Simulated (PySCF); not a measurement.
Vertical excitations of a molecule C2H8OSi2 from TDDFT-LC-ωPBE/def2-SVPD (PySCF), as energy in eV (oscillator strength): 6.44 (0.021), 6.93 (0.139), 7.15 (0.024), 7.38 (0.043), 7.67 (0.026), 7.92 (0.045), 8.00 (0.075), 8.11 (0.055), 8.27 (0.073), 8.28 (0.043). Lowest triplet (TDA): 4.16 eV. Geometry: PBE0-D3(BJ)/def2-SVP. One conformer was computed; it need not be the lowest.

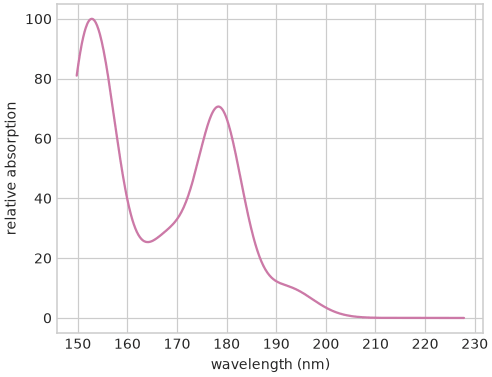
Fig. 1. The lines broadened by 0.4 eV.

Question: Which structure fits?
(A) C=C[SiH2][SiH2]O
(B) C1O[SiH2]C[SiH2]1
(C) C[Si@H]1CO[SiH2]1
(D) C=CO[SiH2][SiH3]

Answer: D, C=CO[SiH2][SiH3]
